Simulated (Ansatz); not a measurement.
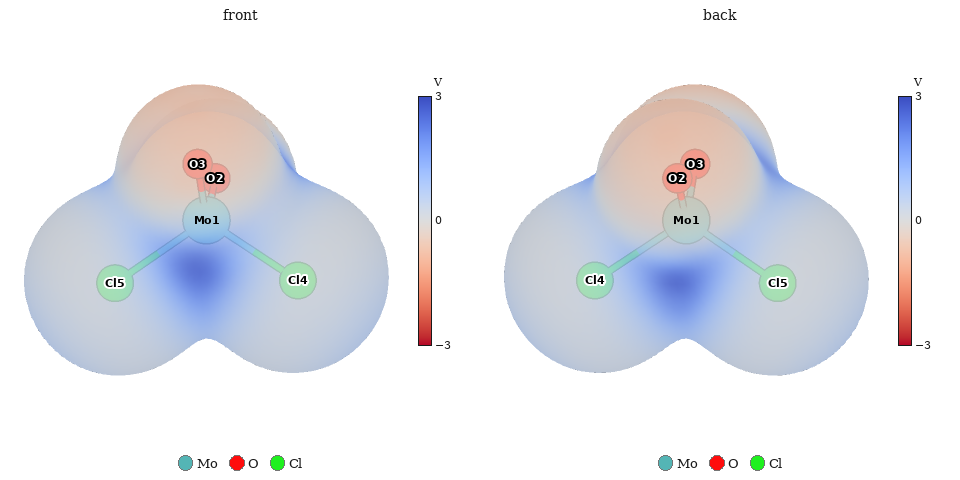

Figure 1: Cl$_{2}$MoO$_{2}$ (MoO2Cl2). The electrostatic potential painted on the density surface at 0.002 e/bohr³, seen from the front and from behind; the colour scale runs from red (negative) to blue (positive).

Geometry: PBE-D4/def2-SVP; core potentials replace the inner electrons of Mo; not at a stationary point (largest force 1.5 eV/Å).

Computed with RKS PBE0-D4/def2-TZVP in Ansatz 0.2.0.

```xyz
5

Mo    0.0839   -0.0003    0.0587
O     0.1354   -0.0151    1.7446
O     1.6854    0.0080   -0.4704
Cl   -0.9566    1.8871   -0.6500
Cl   -0.9482   -1.8798   -0.6829
```

> Where is the surface potential most negative and most positive?

The most negative region (about −0.7 V) lies over O2 and O3, the most positive (about +2.4 V) over Mo1.
